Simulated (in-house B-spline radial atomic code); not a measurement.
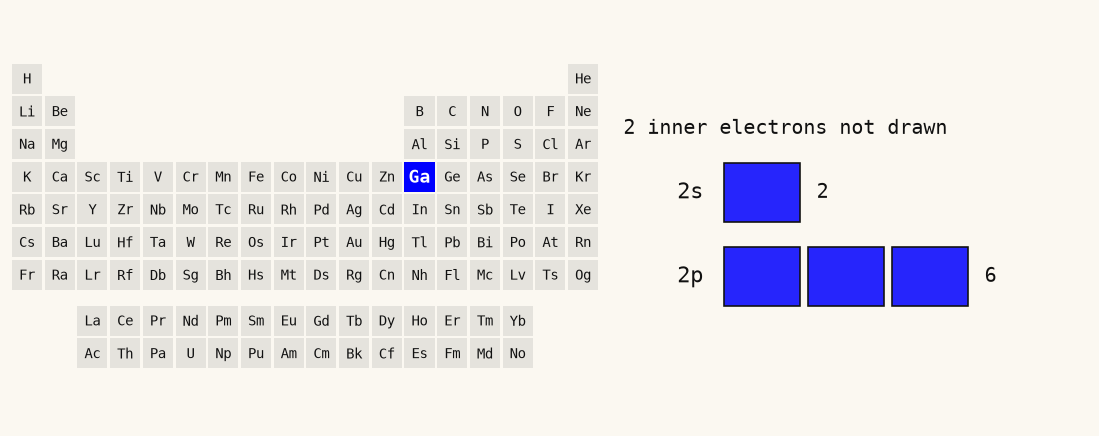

Left, the place of gallium in the periodic table; right, the outer shells of the closed core: a box for each of the 2l + 1 orbitals, shaded by the share of the shell that is filled, with the electron count at the right.

## Ga¹⁹⁺: many-body perturbation calculation

System: Ga¹⁹⁺, core [He] 2s2 2p6.
Method: configuration interaction of two valence electrons with many-body perturbation theory for the core (screened one- and two-electron correlation potentials), Breit and QED, no-pair Dirac, B-spline basis (in-house B-spline radial atomic code).

Input file:
```
basis_form = 3
Z = 31
core_configuration = [He] 2s2 2p6
rms_radius = 3.9973
mass_number = 69
speed_of_light = 137.035999084
box_radius = 4.286
lmax = 6
intervals = 59
virtual_cutoff = 1922.0
```

Launched within a batch (the task file carries these settings):
```bash
python <driver script> task.json out
```

The program writes its results to a structured record and prints no log; tables and figures of this report are taken from that record.

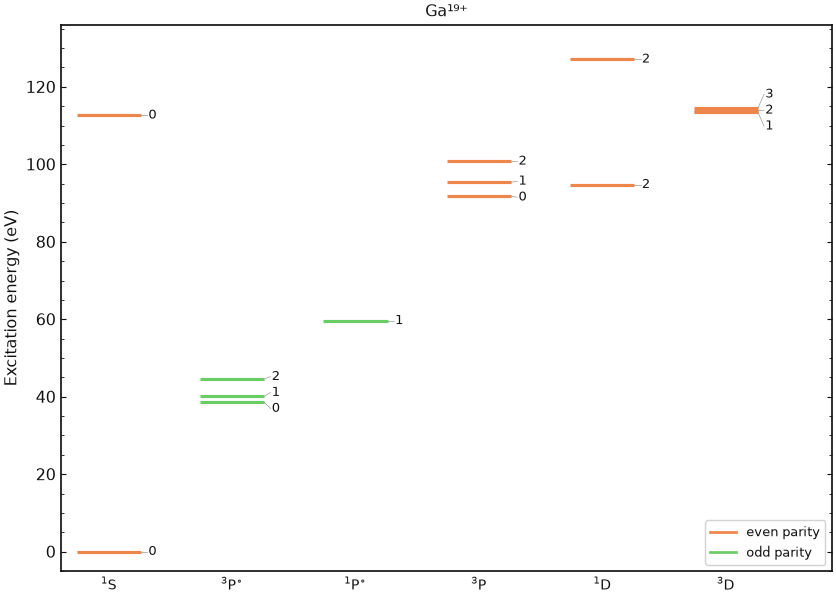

Levels of Ga¹⁹⁺ (gallium, Z = 31), two electrons outside the core [He] 2s² 2p⁶. CI+MBPT: configuration interaction in the frozen-core Dirac–Hartree–Fock potential with screened core-valence correlation, Breit and QED terms; computed with a B-spline radial code. The lowest level is 3s² ¹S₀. The first excited level, 3s 3p ³P°₀, lies at 38.5 eV. It is also the lowest level of opposite parity. The ionisation energy is 764.8 eV, against 764.6 eV from CI without core-valence correlation and a semi-empirical value of 765.7 eV.

| Level | E (eV) |
| --- | --- |
| 3s² ¹S₀ | 0 |
| 3s 3p ³P°₀ | 38.52 |
| 3s 3p ³P°₁ | 40.10 |
| 3s 3p ³P°₂ | 44.57 |
| 3s 3p ¹P°₁ | 59.62 |
| 3p² ³P₀ | 91.74 |
| 3p² ¹D₂ | 94.76 |
| 3p² ³P₁ | 95.39 |
| 3p² ³P₂ | 100.8 |
| 3p² ¹S₀ | 112.7 |
| 3s 3d ³D₁ | 113.5 |
| 3s 3d ³D₂ | 113.9 |
| 3s 3d ³D₃ | 114.5 |
| 3s 3d ¹D₂ | 127.1 |

Summary:

```tsv
quantity	value
outcome	converged
hardware	1 CPU thread, shared host
wall time	70 s
```
